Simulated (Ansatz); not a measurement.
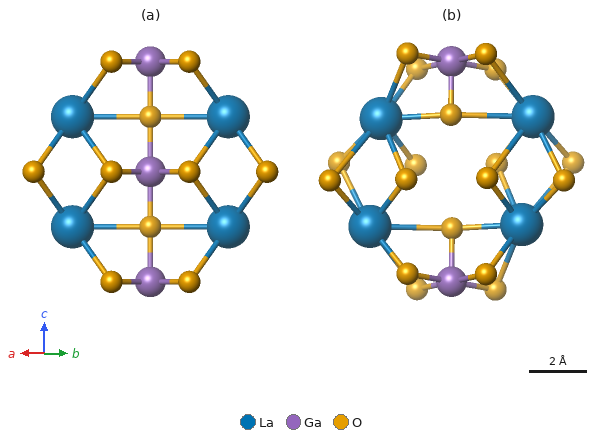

Left: perfect LaGaO₃. Right: the same region with one point defect, after relaxing the atoms in a supercell of 40 sites. Style: ball-and-stick. Shown: the atoms within 4.6 Å of one point, in a slice 4.2 Å thick across the line of sight, along [110].

Level of theory: Ansatz 0.2.0, DFT, PBEsol, PAW, plane waves. Settings: plane-wave cutoff 420 eV; k-point mesh 1 × 1 × 1; mesh shifted by (0.25, 0.25, 0.25); collinear spin. Fermi-Dirac smearing of 0.01 eV. A uniform background neutralises the charged cell. The axes drawn are those of the host's conventional cell.

What kind of defect was made?

A gallium atom is taken out (a vacancy).

The charge state of the cell is +1.

What does the relaxation do around it?

Around the empty Ga site the host had 6 O at 1.93 Å; after relaxation the nearest atoms are 6 O at 2.01 to 2.05 Å. Of the host's atoms, an oxygen atom moves furthest from its site, by 0.46 Å. The cell's net moment is 4.00 μB.

Limits of the set-up: the periodic images lie only 7.7 Å apart, so the values are limited by the cell's size; the cell is charged, on a uniform background, and energies carry no finite-size correction.
